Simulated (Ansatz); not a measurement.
# Rhodium, simple cubic under r²SCAN: structure, energy and stiffness, part 1 of 2

What does r²SCAN give for rhodium in the simple cubic structure? We relax it, solve it on a dense k-mesh, switch on spin-orbit coupling, then scale the cell to 7 volumes from 88 to 112 % of the relaxed one and try a fit of the equation of state. The k-meshes are 13×13×13 for the relaxation; 20×20×20 for the dense run; 12×12×12 for spin-orbit coupling; 14×14×14 for the volumes.

This is Rh in the simple cubic structure; at room conditions it is fcc.

Method: DFT r2SCAN, plane waves (500 eV) with PAW, scalar-relativistic; PBE-made PAW files, in Ansatz 0.2.0.

## Step 1: The system as given

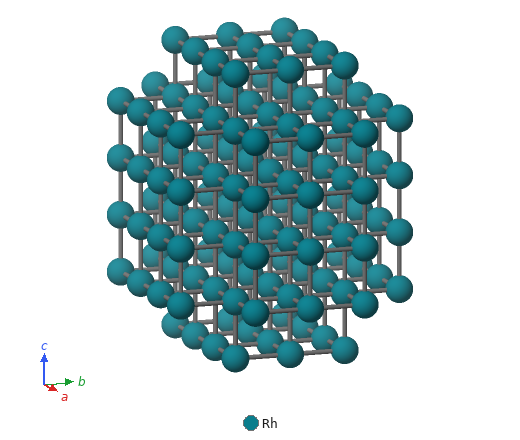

The structure, seen slightly off an axis (rhodium blue). 3×2×3 cells are drawn. Any atoms on the faces are drawn again on the opposite ones, and bonded neighbours outside are added.

As a file:

```xyz
1
Lattice="2.4581 0.0000 0.0000 0.0000 2.4581 0.0000 0.0000 0.0000 2.4581" Properties=species:S:1:pos:R:3 pbc="T T T"
Rh    0.0000    0.0000    0.0000
```

## Step 2: Relaxing cell and atoms

File input.yaml:

```yaml
crystal:
  lattice:
    - [2.4580591709, 0.0, 0.0]
    - [0.0, 2.4580591709, 0.0]
    - [0.0, 0.0, 2.4580591709]
  atoms:
    - { symbol: Rh, position: [0.0, 0.0, 0.0] }
hamiltonian:
  xc: r2scan
  pseudopotentials:
    kind: paw
    azcp:
      Rh: "pseudopotentials/Rh.paw.azcp"
basis:
  ecutwfc: 500
  fft_grid_basis: typed
kpoints:
  mp_grid: { grid: [13, 13, 13], shift: [0, 0, 0] }
magnetization:
  spin_polarized: false
scf:
  occupations: { method: fermi_dirac, width: 0.1 }
relax:
  max_steps: 60
  f_tol: 0.01
  cell: {}
output:
  write_density: true
  write_potential: true
  elf: true
  volumetric_format: npy
```

Command:

```bash
$ ansatz run input.yaml --threads 1 --pin off --max-ram 3584MiB --backend cpu --events-out ev --progress --plain --runs-dir out
```

Output:

```text
Engine: ansatz 0.2.0, x86_64-unknown-linux-gnu
Pseudopotentials: kind: paw
Pseudopotential: Rh, paw, valence charge 17, recommended cutoff 500 eV (meta_gga), <dir>
Functional definition: r2SCAN
  parameter k0 = 0.174
  parameter k1 = 0.065
  parameter a1 = 4.9479
  exchange = r2scan_x(k0 = k0, k1 = k1, a1 = a1)
  correlation = r2scan_c
Crystal: 1 atoms, lattice volume = 14.852 Å³
Basis set: ecut = 500 eV, 389 PW (Γ), exchange–correlation on 72×72×72 points (64 copies of the dense FFT grid, shifted against one another)
Bands: 13, of which v1, the nominal top of the filled ones, is band 9 counted from 1 (8 counted from 0)
Symmetry: 48 space group operations
Space group: Pm-3m (ITA 221), of the structure as read, at distance tolerance 2.5e-5 Å
k-points: 84 of 2197
Non-local potential: Rh, projectors of the file, l = 0: 3, l = 1: 2, l = 2: 2, l = 3: 1
PAW form: soft (Blöchl's): semilocal exchange-correlation on the pseudo side does not see the compensation charge
PAW frozen core: Rh, regenerated for the run's functional (the file was generated under x = pbe(κ = 0.804, μ = 0.2195149727645171), c = pbe(β = 0.06672455060314922))
PAW one-centre angular grid: Rh, 590 points (default); XC on 160 Gauss nodes
Initial density: superposition of atomic densities (neutral atoms: chi_scale 0, normalization atom), corrected by the library's trained network
Initial wavefunctions: pseudopotential atomic-orbital guess
Functional: x = r2scan, c = r2scan; τ floored in thin density (d = 2e-4 eV/Å³)
SCF iter   1: F=—  HF=-6414.435667 eV  |F-HF|=—  |Δ(HF+E_count)|=         —  Δρ=1.29e-2  dr2=1.39e-2  dr2_τ=6.97e-3  ethr=1.77e-3  ⟨swp⟩=5.4  Hψ=6161  notcnv=0
preconditioner: auto → none  [metal: Δε(μ)=0.024 eV  Ē_g=14.353 eV  σ=0.100 eV  W_gap=0.06  n_scr=6 (ndim 8)  ℏωp=28.9 eV  f_vac=0.000  D(μ)=1.49/eV (n_scr^D=18)  sad-step TF]
SCF iter   2: F=—  HF=-6414.452314 eV  |F-HF|=—  |Δ(HF+E_count)|=   1.66e-2  Δρ=8.48e-3  dr2=7.87e-3  dr2_τ=5.14e-4  ethr=8.16e-5  ⟨swp⟩=2.0  Hψ=2018  notcnv=0
SCF iter   3: F=—  HF=-6414.452253 eV  |F-HF|=—  |Δ(HF+E_count)|=   6.12e-5  Δρ=3.26e-3  dr2=1.29e-3  dr2_τ=2.08e-4  ethr=4.63e-5  ⟨swp⟩=2.0  Hψ=1828  notcnv=0
SCF iter   4: F=—  HF=-6414.451919 eV  |F-HF|=—  |Δ(HF+E_count)|=   3.34e-4  Δρ=3.94e-4  dr2=1.43e-5  dr2_τ=1.34e-5  ethr=7.59e-6  ⟨swp⟩=2.5  Hψ=1581  notcnv=0
SCF iter   5: F=—  HF=-6414.451931 eV  |F-HF|=—  |Δ(HF+E_count)|=   1.18e-5  Δρ=1.11e-4  dr2=6.41e-7  dr2_τ=1.48e-7  ethr=8.38e-8  ⟨swp⟩=2.3  Hψ=1736  notcnv=0
SCF iter   6: F=-6414.451932 eV  HF=-6414.451932 eV  |F-HF|=3.07e-9  |Δ(HF+E_count)|=   1.60e-6  Δρ=1.52e-5  dr2=2.52e-8  dr2_τ=4.01e-9  ethr=5.88e-10  ⟨swp⟩=8.1  Hψ=5957  notcnv=0
SCF 1 converged in 6 iterations: F = -6414.451932 eV  dr2 = 2.52e-8
relax step   1: F+E_penalty+E_count = -6414.45193231 eV  Δ(F+E_penalty+E_count) = +0.000e0 eV  max|allowed force component| = 0.000e0 eV/Å  Δτ_max = 0.0000 Å  P = +16.083 GPa  Ω = 14.852 Å³  (6 SCF iters, dr2 threshold 1.00e-7 eV, accepted)
Crystal: 1 atoms, lattice volume = 16.247 Å³
Basis set: ecut = 500 eV, 437 PW (Γ), exchange–correlation on 72×72×72 points (64 copies of the dense FFT grid, shifted against one another)
Initial density: handed on by an earlier stage of this run
Initial wavefunctions: those handed on with the density
iter 1 solved again at ethr=2.04e-4 eV; its pass at ethr=3.10e-3 eV (dr2=3.47e-2 eV) is discarded
SCF iter   1: F=—  HF=-6414.252073 eV  |F-HF|=—  |Δ(HF+E_count)|=         —  Δρ=1.47e-2  dr2=3.51e-2  dr2_τ=2.56e-1  ethr=2.04e-4  ⟨swp⟩=1.0  Hψ=7786  notcnv=0
preconditioner: auto → none  [metal: Δε(μ)=0.024 eV  Ē_g=13.290 eV  σ=0.100 eV  W_gap=0.06  n_scr=6 (ndim 8)  ℏωp=27.6 eV  f_vac=0.000  D(μ)=1.78/eV (n_scr^D=26)]
SCF iter   2: F=—  HF=-6414.506375 eV  |F-HF|=—  |Δ(HF+E_count)|=   2.54e-1  Δρ=1.60e-2  dr2=3.84e-2  dr2_τ=4.36e-3  ethr=2.04e-4  ⟨swp⟩=2.0  Hψ=2118  notcnv=0
SCF iter   3: F=—  HF=-6414.496665 eV  |F-HF|=—  |Δ(HF+E_count)|=   9.71e-3  Δρ=6.10e-3  dr2=5.25e-3  dr2_τ=3.50e-4  ethr=2.04e-4  ⟨swp⟩=1.5  Hψ=1717  notcnv=0
SCF iter   4: F=—  HF=-6414.495482 eV  |F-HF|=—  |Δ(HF+E_count)|=   1.18e-3  Δρ=1.97e-3  dr2=6.10e-4  dr2_τ=3.01e-5  ethr=3.09e-5  ⟨swp⟩=2.5  Hψ=1731  notcnv=0
SCF iter   5: F=—  HF=-6414.495384 eV  |F-HF|=—  |Δ(HF+E_count)|=   9.77e-5  Δρ=1.13e-3  dr2=2.01e-4  dr2_τ=7.70e-6  ethr=3.59e-6  ⟨swp⟩=1.0  Hψ=1132  notcnv=0
SCF iter   6: F=—  HF=-6414.495349 eV  |F-HF|=—  |Δ(HF+E_count)|=   3.55e-5  Δρ=6.09e-4  dr2=5.82e-5  dr2_τ=2.55e-6  ethr=1.18e-6  ⟨swp⟩=1.0  Hψ=1092  notcnv=0
SCF iter   7: F=—  HF=-6414.495334 eV  |F-HF|=—  |Δ(HF+E_count)|=   1.50e-5  Δρ=2.49e-4  dr2=9.69e-6  dr2_τ=4.41e-7  ethr=3.42e-7  ⟨swp⟩=1.5  Hψ=1285  notcnv=0
SCF iter   8: F=—  HF=-6414.495331 eV  |F-HF|=—  |Δ(HF+E_count)|=   2.43e-6  Δρ=3.08e-5  dr2=1.44e-7  dr2_τ=6.10e-9  ethr=5.70e-8  ⟨swp⟩=2.7  Hψ=1606  notcnv=0
SCF iter   9: F=-6414.495331 eV  HF=-6414.495331 eV  |F-HF|=3.15e-9  |Δ(HF+E_count)|=   3.30e-8  Δρ=5.28e-6  dr2=4.37e-9  dr2_τ=3.45e-10  ethr=5.88e-10  ⟨swp⟩=7.4  Hψ=5636  notcnv=0
SCF 2 converged in 9 iterations: F = -6414.495331 eV  dr2 = 4.37e-9
relax step   2: F+E_penalty+E_count = -6414.49533134 eV  Δ(F+E_penalty+E_count) = -4.340e-2 eV  max|allowed force component| = 0.000e0 eV/Å  Δτ_max = 0.0000 Å  P = -4.245 GPa  Ω = 16.247 Å³  energy of the carried Pulay correction = -3.621e-4 eV  (9 SCF iters, dr2 threshold 1.00e-7 eV, accepted)
Crystal: 1 atoms, lattice volume = 15.935 Å³
iter 1 solved again at ethr=9.03e-6 eV; its pass at ethr=3.10e-3 eV (dr2=1.53e-3 eV) is discarded
SCF iter   1: F=—  HF=-6414.487819 eV  |F-HF|=—  |Δ(HF+E_count)|=         —  Δρ=2.94e-3  dr2=1.42e-3  dr2_τ=1.12e-2  ethr=9.03e-6  ⟨swp⟩=1.1  Hψ=7417  notcnv=0
preconditioner: auto → none  [metal: Δε(μ)=0.038 eV  Ē_g=13.550 eV  σ=0.100 eV  W_gap=0.10  n_scr=6 (ndim 8)  ℏωp=27.9 eV  f_vac=0.000  D(μ)=1.66/eV (n_scr^D=26)]
SCF iter   2: F=—  HF=-6414.500565 eV  |F-HF|=—  |Δ(HF+E_count)|=   1.27e-2  Δρ=2.93e-3  dr2=1.29e-3  dr2_τ=1.44e-4  ethr=8.34e-6  ⟨swp⟩=2.1  Hψ=1731  notcnv=0
SCF iter   3: F=—  HF=-6414.500222 eV  |F-HF|=—  |Δ(HF+E_count)|=   3.44e-4  Δρ=9.35e-4  dr2=1.25e-4  dr2_τ=9.50e-6  ethr=7.59e-6  ⟨swp⟩=2.1  Hψ=1454  notcnv=0
SCF iter   4: F=—  HF=-6414.500192 eV  |F-HF|=—  |Δ(HF+E_count)|=   2.93e-5  Δρ=2.22e-4  dr2=7.76e-6  dr2_τ=3.77e-7  ethr=7.36e-7  ⟨swp⟩=2.3  Hψ=1579  notcnv=0
SCF iter   5: F=—  HF=-6414.500191 eV  |F-HF|=—  |Δ(HF+E_count)|=   1.61e-6  Δρ=1.36e-4  dr2=3.00e-6  dr2_τ=1.12e-7  ethr=4.56e-8  ⟨swp⟩=1.0  Hψ=1092  notcnv=0
SCF iter   6: F=—  HF=-6414.500190 eV  |F-HF|=—  |Δ(HF+E_count)|=   4.52e-7  Δρ=8.09e-5  dr2=1.07e-6  dr2_τ=4.35e-8  ethr=1.76e-8  ⟨swp⟩=1.0  Hψ=1092  notcnv=0
SCF iter   7: F=—  HF=-6414.500190 eV  |F-HF|=—  |Δ(HF+E_count)|=   2.29e-7  Δρ=3.14e-5  dr2=1.60e-7  dr2_τ=6.47e-9  ethr=6.29e-9  ⟨swp⟩=1.7  Hψ=1342  notcnv=0
SCF iter   8: F=-6414.500190 eV  HF=-6414.500190 eV  |F-HF|=8.16e-9  |Δ(HF+E_count)|=   3.75e-8  Δρ=8.48e-6  dr2=1.16e-8  dr2_τ=4.77e-10  ethr=5.88e-10  ⟨swp⟩=7.0  Hψ=5535  notcnv=0
SCF 3 converged in 8 iterations: F = -6414.500190 eV  dr2 = 1.16e-8
relax step   3: F+E_penalty+E_count = -6414.50019001 eV  Δ(F+E_penalty+E_count) = -4.859e-3 eV  max|allowed force component| = 0.000e0 eV/Å  Δτ_max = 0.0000 Å  P = -0.581 GPa  Ω = 15.935 Å³  energy of the carried Pulay correction = -2.838e-4 eV  (8 SCF iters, dr2 threshold 1.00e-7 eV, accepted)
Crystal: 1 atoms, lattice volume = 15.886 Å³
iter 1 solved again at ethr=2.28e-7 eV; its pass at ethr=3.10e-3 eV (dr2=3.87e-5 eV) is discarded
SCF iter   1: F=—  HF=-6414.499982 eV  |F-HF|=—  |Δ(HF+E_count)|=         —  Δρ=4.80e-4  dr2=3.73e-5  dr2_τ=2.77e-4  ethr=2.28e-7  ⟨swp⟩=2.0  Hψ=7152  notcnv=0
preconditioner: auto → none  [metal: Δε(μ)=0.032 eV  Ē_g=13.568 eV  σ=0.100 eV  W_gap=0.08  n_scr=6 (ndim 8)  ℏωp=27.9 eV  f_vac=0.000  D(μ)=1.66/eV (n_scr^D=26)]
SCF iter   2: F=—  HF=-6414.500296 eV  |F-HF|=—  |Δ(HF+E_count)|=   3.14e-4  Δρ=4.82e-4  dr2=3.47e-5  dr2_τ=3.89e-6  ethr=2.20e-7  ⟨swp⟩=2.1  Hψ=1718  notcnv=0
SCF iter   3: F=—  HF=-6414.500287 eV  |F-HF|=—  |Δ(HF+E_count)|=   9.24e-6  Δρ=1.56e-4  dr2=3.45e-6  dr2_τ=2.61e-7  ethr=2.04e-7  ⟨swp⟩=2.1  Hψ=1451  notcnv=0
SCF iter   4: F=—  HF=-6414.500286 eV  |F-HF|=—  |Δ(HF+E_count)|=   7.67e-7  Δρ=3.92e-5  dr2=2.42e-7  dr2_τ=1.16e-8  ethr=2.03e-8  ⟨swp⟩=2.4  Hψ=1608  notcnv=0
SCF iter   5: F=-6414.500286 eV  HF=-6414.500286 eV  |F-HF|=6.29e-8  |Δ(HF+E_count)|=   2.27e-8  Δρ=2.38e-5  dr2=9.10e-8  dr2_τ=3.48e-9  ethr=5.88e-10  ⟨swp⟩=7.0  Hψ=5448  notcnv=0
SCF 4 converged in 5 iterations: F = -6414.500286 eV  dr2 = 9.10e-8
relax step   4: F+E_penalty+E_count = -6414.50028607 eV  Δ(F+E_penalty+E_count) = -9.606e-5 eV  max|allowed force component| = 0.000e0 eV/Å  Δτ_max = 0.0000 Å  P = +0.027 GPa  Ω = 15.886 Å³  energy of the carried Pulay correction = -2.715e-4 eV  (5 SCF iters, dr2 threshold 1.00e-7 eV, accepted)
Basis set: ecut = 500 eV, 437 PW (Γ), exchange–correlation on 80×80×80 points (64 copies of the dense FFT grid, shifted against one another)
Initial wavefunctions: pseudopotential atomic-orbital guess (no wavefunctions were taken with the density)
iter 1 solved again at ethr=5.68e-8 eV; its pass at ethr=3.10e-3 eV (dr2=9.66e-6 eV) is discarded
SCF iter   1: F=—  HF=-6414.498046 eV  |F-HF|=—  |Δ(HF+E_count)|=         —  Δρ=1.66e-3  dr2=8.71e-6  dr2_τ=4.85e-6  ethr=5.68e-8  ⟨swp⟩=2.9  Hψ=9157  notcnv=0
preconditioner: auto → none  [metal: Δε(μ)=0.030 eV  Ē_g=13.565 eV  σ=0.100 eV  W_gap=0.08  n_scr=6 (ndim 8)  ℏωp=27.9 eV  f_vac=0.000  D(μ)=1.66/eV (n_scr^D=26)]
SCF iter   2: F=—  HF=-6414.499796 eV  |F-HF|=—  |Δ(HF+E_count)|=   1.75e-3  Δρ=8.30e-4  dr2=2.49e-6  dr2_τ=7.74e-5  ethr=5.12e-8  ⟨swp⟩=2.0  Hψ=1485  notcnv=0
SCF iter   3: F=—  HF=-6414.500576 eV  |F-HF|=—  |Δ(HF+E_count)|=   7.80e-4  Δρ=1.80e-4  dr2=2.12e-6  dr2_τ=2.37e-6  ethr=1.47e-8  ⟨swp⟩=2.0  Hψ=1485  notcnv=0
SCF iter   4: F=—  HF=-6414.500598 eV  |F-HF|=—  |Δ(HF+E_count)|=   2.18e-5  Δρ=4.02e-5  dr2=1.16e-7  dr2_τ=8.76e-8  ethr=1.24e-8  ⟨swp⟩=2.0  Hψ=1460  notcnv=0
SCF iter   5: F=—  HF=-6414.500599 eV  |F-HF|=—  |Δ(HF+E_count)|=   1.12e-6  Δρ=1.11e-5  dr2=7.41e-9  dr2_τ=3.59e-9  ethr=6.84e-10  ⟨swp⟩=2.0  Hψ=1476  notcnv=0
SCF iter   6: F=—  HF=-6414.500599 eV  |F-HF|=—  |Δ(HF+E_count)|=   8.41e-8  Δρ=9.83e-7  dr2=1.22e-10  dr2_τ=9.94e-12  ethr=4.36e-11  ⟨swp⟩=2.3  Hψ=1818  notcnv=0
SCF iter   7: F=-6414.500599 eV  HF=-6414.500599 eV  |F-HF|=2.73e-12  |Δ(HF+E_count)|=  1.70e-10  Δρ=1.11e-7  dr2=1.37e-12  dr2_τ=1.71e-13  ethr=1.00e-12  ⟨swp⟩=4.0  Hψ=4932  notcnv=0
SCF 5 converged in 7 iterations: F = -6414.500599 eV  dr2 = 1.37e-12
relax step   5: F+E_penalty+E_count = -6414.50059934 eV  Δ(F+E_penalty+E_count) = -3.133e-4 eV  max|allowed force component| = 0.000e0 eV/Å  Δτ_max = 0.0000 Å  P = +0.040 GPa  Ω = 15.886 Å³  stress off target by 4.01e-2 GPa  SCF on the basis re-selected at this cell (its energy is not comparable with the rows above)  (7 SCF iters)
basis re-selected at this cell: Δ(F+E_penalty+E_count) = -3.133e-4 eV, ΔP = +0.013 GPa vs the last step (what re-selecting the basis moved, of the pressure what is left beyond the Pulay correction that the steps carried, after the strain that the cell walked since its last selection, with what the two solves' SCF thresholds leave and, on support functions, any second-order correction that the steps lacked; it is no measure of the basis error at this ecutwfc). The dense FFT grid was sized anew with the basis: this SCF ran on 20×20×20 points, the steps before it on 18×18×18, so part of this shift can come from that change (see relax.cell in the input reference). This SCF's stress stands 4.01e-2 GPa from its target on what of the cell is left free (relax.cell.stress_tol is 5.00e-2 GPa) and its largest allowed force component is 0.00e0 eV/Å (relax.f_tol is 1.00e-2 eV/Å): within both
SCF converged after 7 iterations
Free energy (F): -6414.500599 eV
Harris-Foulkes:  -6414.500599 eV  (|F-HF|=2.73e-12)
Internal energy: -6414.445083 eV  (E = F + TS)
E sigma→0 (E₀):  -6414.472841 eV
Entropy (-TS):   -0.055516 eV (-55.516 meV/atom)
Fermi energy:    18.514753 eV
--- Per-component energies (eV) ---
  E_band       = -157.940625
  E_kinetic    = 573.844924
  E_local      = -1831.094113  (includes V_loc(G=0)·N_el)
  E_nonlocal   = 358.466101
  E_hartree    = 654.622105
  E_xc         = -215.895511
  E_vxc        = -312.688081  (∫ρ·V_xc dr)
  E_paw        = -3605.558537  (= ΣΔE_a)
  E_vpaw       = -276.879858  (= ΣTr[D̂ρ^β])
  E_aug_tail   = 0.000639  (compensation charges beyond the density's cutoff)
  E_vtau       = 21.165580  (kinetic-family band-sum trace: ∫τ·v_τ [+ j·A + Jᵃ·Aᵃ] dr)
  E_ewald      = -2348.460732
  E_core_change = -0.369959  (= ΣΔE_core)
  E_smearing   = -0.055516  (= −TS)
  E_closure    = -0.000000  (closes the sum)
  Σ components = -6414.500599   (vs F -6414.500599, Δ=0.00e0)
--- Forces (eV/Å), atoms counted from 1 ---
  atom   1  Rh     0.00000000     0.00000000     0.00000000
  max |Σ_I F_I| component: 2.47e-32 eV/Å
--- Stress (GPa, compression-positive) ---
        0.040134       0.000000      -0.000000
        0.000000       0.040134       0.000000
       -0.000000       0.000000       0.040134
  P = ⅓ Tr σ = 0.0401 GPa (0.401 kbar)
--- Band table (eV; the first three rows and the last of 84) ---
  k-point 0: bands = ["-62.2134", "-28.8793", "-28.8793", "-28.8793", "11.6103", "13.0885", "13.0885", "19.3230", "19.3230", "19.3230", "36.2517", "36.2517", "36.2517"]
  k-point 1: bands = ["-62.2080", "-28.9269", "-28.8753", "-28.8753", "11.7877", "13.1241", "13.2595", "19.1681", "19.1681", "19.3351", "35.0998", "36.5641", "36.5641"]
  k-point 2: bands = ["-62.1929", "-29.0578", "-28.8643", "-28.8643", "12.2358", "13.2238", "13.8177", "18.7601", "18.7601", "19.3690", "32.8308", "37.4325", "37.4325"]
  k-point 83: bands = ["-61.9389", "-29.4814", "-29.4802", "-29.4802", "13.8055", "13.8687", "13.8687", "20.9513", "20.9513", "29.5222", "30.7019", "31.6281", "31.6281"]
--- Relaxed structure (4 steps of the walk, 4 accepted, 1 SCFs on fresh bases) ---
  F+E_penalty+E_count = -6414.50059934 eV   max|allowed force component| = 0.000e0 eV/Å   (the final SCF, on the basis selected at the relaxed cell)
  cell:  # Å, volume = 15.8863 Å³
    - [2.5138607453376736, 6.419766481290786e-34, 0.0]
    - [6.419766481290786e-34, 2.5138607453376736, -1.2839532962581572e-34]
    - [0.0, -9.62964972193618e-35, 2.5138607453376736]
  atoms:
    - { symbol: Rh, position: [0.0, 0.0, 0.0] }
```

Wall time 17 s (1 thread of Intel Xeon Platinum 8259CL at 2.50GHz (Skylake/Cascade Lake), shared host); peak memory 0.52 GiB.

The walk, from the log:

```tsv
step	energy change (meV/atom)	largest force (eV/Å)	pressure (GPa)	volume (Å³/atom)
1	0.00	0.0000	16.08	14.852
2	-43.40	0.0000	-4.25	16.247
3	-48.26	0.0000	-0.58	15.935
4	-48.35	0.0000	0.03	15.886
5	-48.67	0.0000	0.04	15.886
```

Steps that repeat a cell are solved on a basis chosen anew, so their changes of energy are no gain of the relaxation.

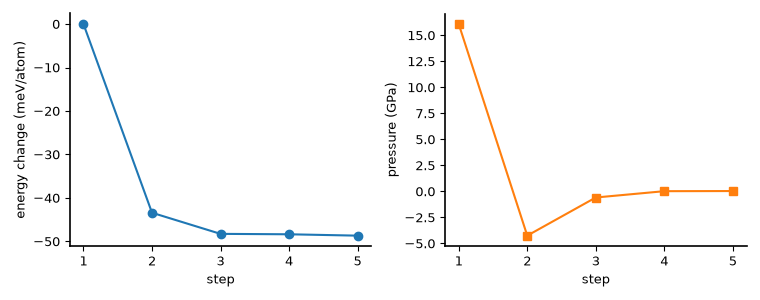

Energy and pressure over the accepted steps.

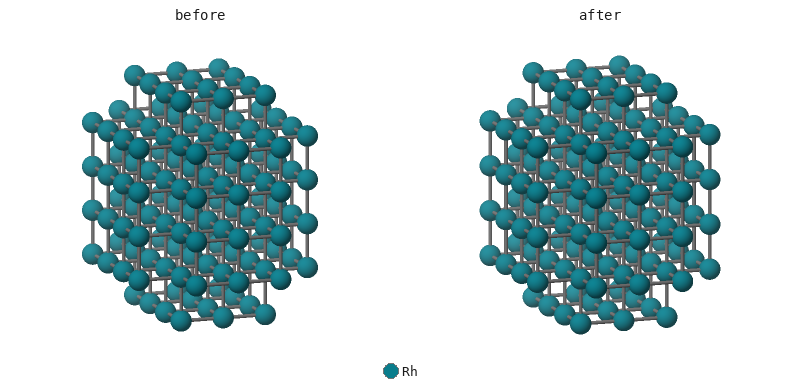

Before and after, at one scale. The cells drawn are those of the first picture.

Changes in the cell that was computed:

|  | before | after | change |
| --- | --- | --- | --- |
| a (Å) | 2.458 | 2.514 | +2.3 % |
| b (Å) | 2.458 | 2.514 | +2.3 % |
| c (Å) | 2.458 | 2.514 | +2.3 % |
| volume (Å³/atom) | 14.852 | 15.886 | +7.0 % |
| shortest distance (Å) | 2.458 | 2.514 | +2.3 % |
| space group (spins left aside) | Pm-3m | Pm-3m | same |

## Step 3: Single point on a dense mesh

File input.yaml:

```yaml
crystal:
  lattice:
    - [2.5138607453, 0.0, 0.0]
    - [0.0, 2.5138607453, 0.0]
    - [0.0, 0.0, 2.5138607453]
  atoms:
    - { symbol: Rh, position: [0.0, 0.0, 0.0] }
hamiltonian:
  xc: r2scan
  pseudopotentials:
    kind: paw
    azcp:
      Rh: "pseudopotentials/Rh.paw.azcp"
basis:
  ecutwfc: 500
  fft_grid_basis: typed
kpoints:
  mp_grid: { grid: [20, 20, 20], shift: [0, 0, 0] }
magnetization:
  spin_polarized: false
scf:
  occupations: { method: fermi_dirac, width: 0.1 }
```

Command:

```bash
$ ansatz run input.yaml --threads 1 --pin off --max-ram 3584MiB --backend cpu --events-out ev --progress --plain --runs-dir out
```

Output, shortened:

```text
[...]
[... 3 set-up lines as earlier in the session ...]
[...]
Crystal: 1 atoms, lattice volume = 15.886 Å³
Basis set: ecut = 500 eV, 437 PW (Γ), exchange–correlation on 80×80×80 points (64 copies of the dense FFT grid, shifted against one another)
Bands: 13, of which v1, the nominal top of the filled ones, is band 9 counted from 1 (8 counted from 0)
[... 2 set-up lines as earlier in the session ...]
k-points: 286 of 8000
[...]
SCF iter   1: F=—  HF=-6414.491119 eV  |F-HF|=—  |Δ(HF+E_count)|=         —  Δρ=1.28e-2  dr2=1.73e-2  dr2_τ=5.27e-3  ethr=1.77e-3  ⟨swp⟩=5.3  Hψ=20680  notcnv=0
[...]
SCF iter   7: F=-6414.503948 eV  HF=-6414.503948 eV  |F-HF|=4.18e-9  |Δ(HF+E_count)|=   1.93e-8  Δρ=7.85e-6  dr2=1.13e-8  dr2_τ=1.41e-10  ethr=5.88e-10  ⟨swp⟩=2.0  Hψ=7309  notcnv=0
[...]
SCF converged after 7 iterations
Free energy (F): -6414.503948 eV
[...]
E sigma→0 (E₀):  -6414.477413 eV
Entropy (-TS):   -0.053070 eV (-53.070 meV/atom)
Fermi energy:    18.541787 eV
[...]
```

Run time: 7.3 s. Hardware: 1 thread of Intel Xeon Platinum 8259CL at 2.50GHz (Skylake/Cascade Lake), shared host; peak memory 0.55 GiB.

(Continued in part 2 of 2.)
